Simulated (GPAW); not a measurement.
A computed C K-edge spectrum of one site in a crystal of C, Ti and Zr, with its zero at a photon energy of about 278.1 eV (raw 284.8 eV, less 6.7 eV of added terms; LDA puts this hole about 3 eV below PBE, itself good to a few eV). Method: GPAW, LDA, excited-electron core hole (neutral cell) in a small cell, dipole transitions, broadening that rises with energy.

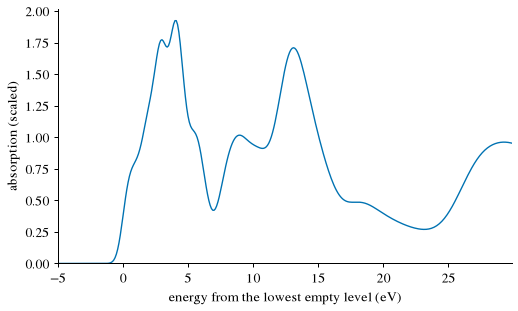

Energy from the lowest empty level; intensity scaled to a mean of 1 over the first 20 eV.

What surroundings does the absorber have?

A K edge sees empty p states; the first features are C p mixed into the empty d states of the Ti and Zr neighbours, and the broad ones above probably into the cations' higher empty bands. It is atom 2 of rock-salt (TiC)1-x(ZrC)x, x = 0.25, with 2 Ti at 2.16 Å, 2 Ti at 2.21 Å and 2 Zr at 2.26 Å (distorted octahedral). Its main maxima below 24 eV lie at 3.0 eV (1.77), 4.1 eV (1.92), 9.0 eV (1.02) and 13.1 eV (1.71). A near-edge spectrum doesn't fix the structure by itself; it is matched against candidates. The holes are only 6.3 Å apart, so the shape is probably not converged with cell size; no larger cell was run here.

[Hosts, paths, dates, database ids (printed as entryN), source tags and the programs' standing remarks are cut or masked in the printed files.]

[Lists of maxima count a maximum above −3 eV only where it reaches 4 % of the highest in the window and stands out from its surroundings by 2 % of it (1.5 % where it reaches 55 %); shoulders and weaker maxima are passed over, and of the rest the first, up to two pre-edge ones and the few strongest are named.]
